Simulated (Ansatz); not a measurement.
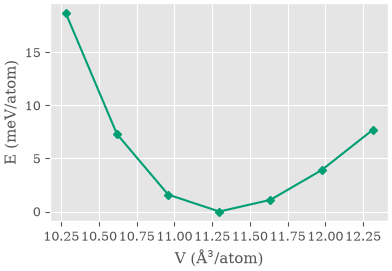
Fig. 1. SiNF in space group P3m1 (No. 156; Si on 1a, N on 1c, F on 1a) under volume change, r²SCAN+D4 in the plane-wave PAW code Ansatz, shape and atoms relaxed at each volume.

Q: What does a third-order Birch–Murnaghan fit give for V₀, B₀ and B′?

A: V₀ = 11.30 Å³/atom, B₀ = 42.5 GPa, B′ = 13.4.

The start of the workflow was typed in or built on a structure type; neither database checked (COD, Materials Project) lists it. Whether it is the stable phase at ambient conditions was not checked. The r²SCAN+D4 relaxation kept the symmetry of its start; its stability against distortions is not shown here. The volume moved by -27 % from the start of the relaxation.

Potentials: the earlier of the program's two PAW sets.
